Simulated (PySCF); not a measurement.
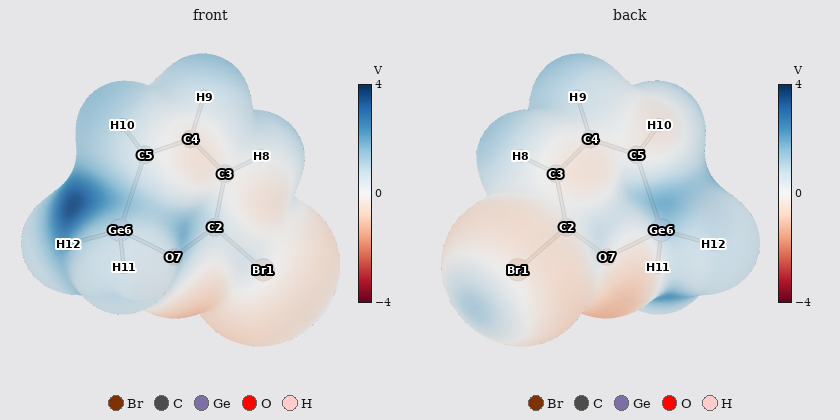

Figure. C$_{4}$H$_{5}$BrGeO. The molecular electrostatic potential painted on the density surface at 0.004 e/bohr³, seen from the front and from behind; the colour scale runs from red (negative) to blue (positive).

Geometry: GFN2-xTB.

These are results of PySCF 2.14.0, CAM-B3LYP/def2-SVPD, SCF density, gas phase, not measurements.

Input file:

```
{"job": {"kind": "uv", "xc": "CAM-B3LYP", "basis": "def2-SVPD", "nstates": 8, "ntriplets": 3}, "charge": 0, "multiplicity": 1}
Br     3.073360    -1.466114    -0.020002
C      1.354429    -0.629115    -0.012990
C      1.273557     0.700669    -0.174732
C      0.023155     1.403376    -0.180954
C     -1.195787     0.850736    -0.030311
Ge    -1.373759    -1.059829     0.222460
O      0.393285    -1.498965     0.158954
H      2.180773     1.266663    -0.305317
H      0.099861     2.475783    -0.321488
H     -2.068590     1.484537    -0.052265
H     -1.797776    -1.610051     1.566974
H     -1.961310    -1.918376    -0.876358
```

Launched as:

```sh
OMP_NUM_THREADS=1 python probes_run.py task.json out
```

Where is the surface potential most negative and most positive?

The most negative region (about −1.2 V) lies over O7, the most positive (about +3.3 V) over Ge6. Br1 shows a σ-hole: about +1.2 V at the tip opposite its bond, against about −0.6 V on its flanks. O7 is the likeliest acceptor of a hydrogen bond.

What dipole moment does the calculation give?

Its dipole moment is 2.97 D.
